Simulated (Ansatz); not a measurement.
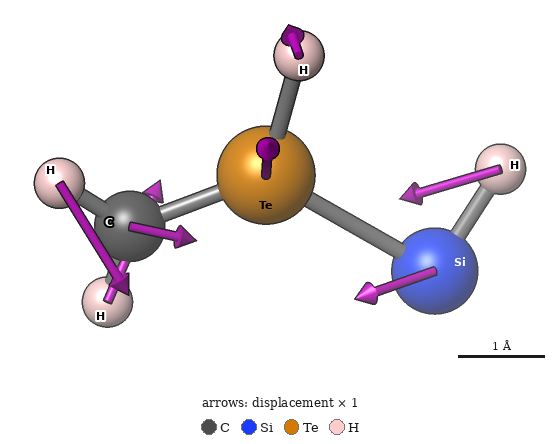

This is a relaxation of CH$_{4}$SiTe. The starting structure is drawn; purple arrows show the displacements, at their true length. The two geometries are superimposed by the best rigid fit.

The picture is a ball-and-stick view, seen at a tilt.

It is one of the separated reactants of a reaction.

These are results of RKS PBE-D4/def2-SVP (Ansatz), not measurements. (force threshold 0.03 eV/Å; at most 250 steps)

What happened in the run?

Answer. The atom that moves furthest after the best rigid fit is an H atom (1.61 Å). Largest moves by element: H 1.61 Å, Te 1.40 Å, Si 1.15 Å, C 0.84 Å. Among the contacts that change: C–Si 3.683 → 1.938 Å, C–Te 1.698 → 2.230 Å, Si–Te 2.462 → 2.723 Å, H–Si 1.420 → 1.546 Å. Bond angles that change, for instance: C–Te–Si 123.6° → 44.7°, C–Te–H 122.9° → 92.4°, Si–Te–H 113.5° → 98.1°. After 24 geometry steps the energy has fallen by 5.159 eV. The largest force component goes from 13 to 0.0094 eV/Å. Cost: 18 s on 2 threads of INTEL XEON PLATINUM 8581C @ 2.30GHz (shared host).
